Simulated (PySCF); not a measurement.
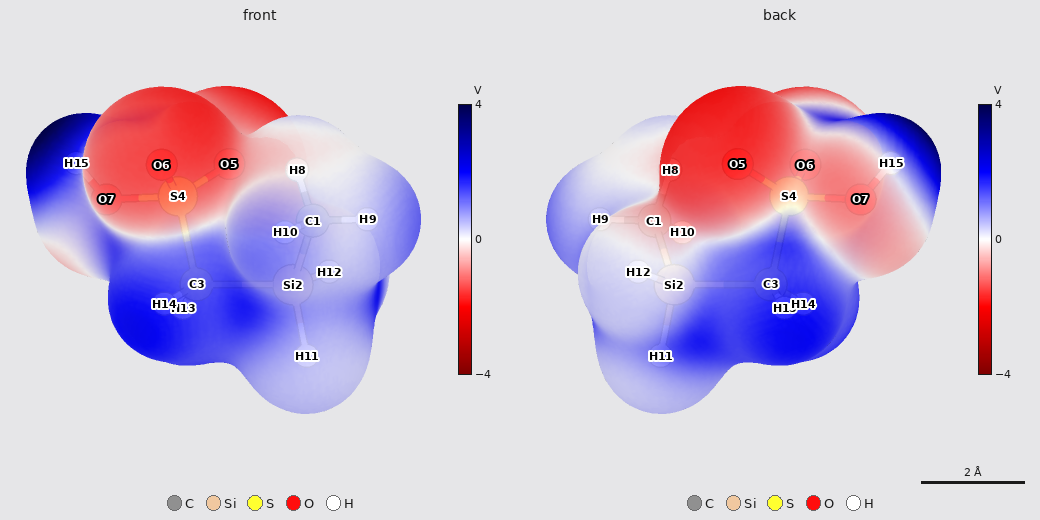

C$_{2}$H$_{8}$O$_{3}$SSi. The electrostatic potential painted on the density surface at 0.004 e/bohr³, seen from the front and from behind; the colour scale runs from red (negative) to blue (positive).

Geometry: GFN2-xTB.

Computed with PySCF 2.14.0, KT2/pcSseg-1, SCF density, in a acetone solvent model, non-relativistic.

```xyz
15

C     1.8270    0.9636   -0.1288
Si    1.2540   -0.8357   -0.1641
C    -0.5099   -0.9530    0.5422
S    -1.3667    0.3107   -0.3308
O    -1.0200    0.2635   -1.7172
O    -1.2733    1.5782    0.3308
O    -2.9061   -0.1866   -0.1619
H     1.1553    1.5685   -0.7317
H     2.8358    1.0811   -0.5148
H     1.8088    1.3686    0.8807
H     2.0521   -1.6722    0.7529
H     1.2587   -1.4375   -1.4974
H    -1.0163   -1.8757    0.2994
H    -0.6122   -0.7325    1.5951
H    -3.4915    0.5670   -0.0737
```

Where is the surface potential most negative and most positive?

Answer. The most negative region (about −1.8 V) lies over O5, the most positive (about +3.8 V) over H15. O5 is the likeliest acceptor of a hydrogen bond.

How polar is the molecule by this calculation?

Answer. Its dipole moment is 3.13 D.
